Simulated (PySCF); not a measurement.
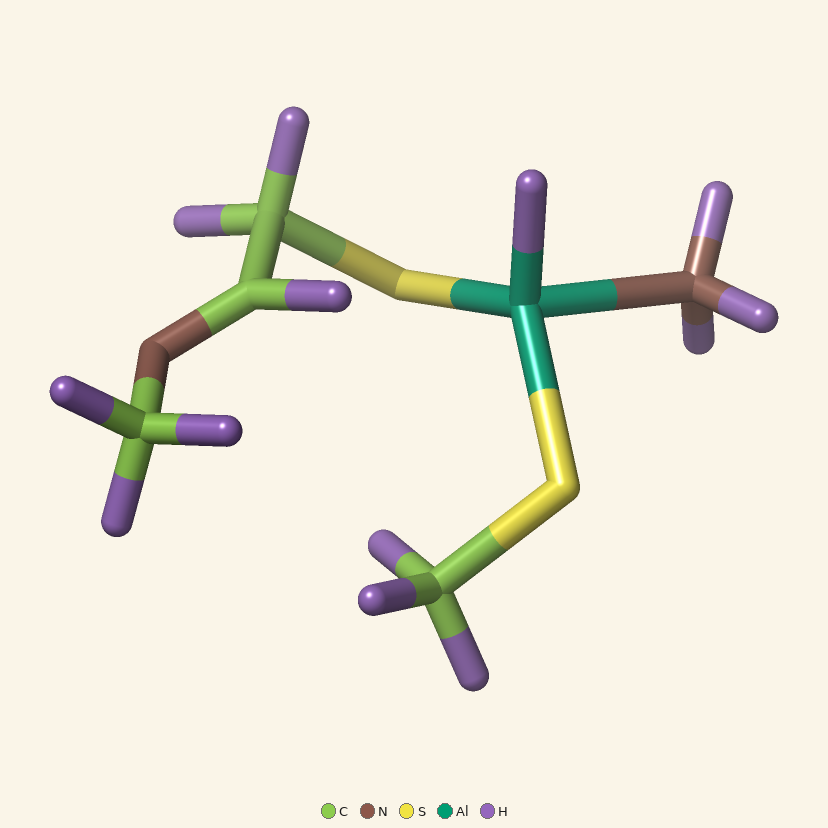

The computed structure is the end point of a GFN2-xTB optimisation. No frequency run is at hand to confirm it as a minimum. Properties computed with PBE0/pcSseg-1, gas phase (PySCF 2.14.0).

Predict the main results.

The species is C₄H₁₃AlN₂S₂ (`C/N=C/C[S][Al@H-]([NH3+])[S]C`).
- dipole moment: 3.95 D
- HOMO energy (Kohn–Sham orbital): −6.37 eV
- LUMO energy (Kohn–Sham orbital): −0.21 eV
- HOMO–LUMO gap: 6.15 eV

The geometry is semi-empirical. Around Al such bond lengths and angles can be off by a tenth of an ångström or more and by several degrees, and values that hang on the shape move with them.
